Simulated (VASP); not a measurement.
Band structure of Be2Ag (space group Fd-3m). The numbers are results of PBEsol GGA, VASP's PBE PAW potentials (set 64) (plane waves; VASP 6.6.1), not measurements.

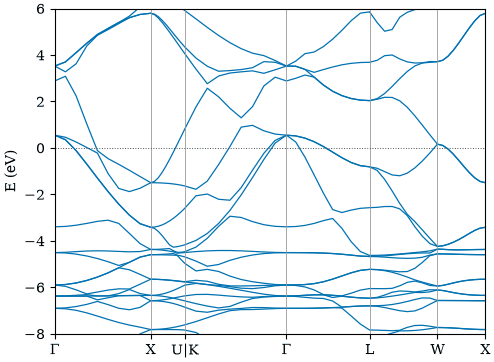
Figure: Bands along high-symmetry lines, zero at the valence-band maximum or, without a gap, the Fermi level

Task: Read the plot: is there a gap, and where are the band edges?

Result: It has no gap at this level: it comes out as a metal or semimetal.

The structure comes from a measured Be2Ag entry of the Crystallography Open Database, whose conditions weren't checked. The cell was not relaxed at this level.
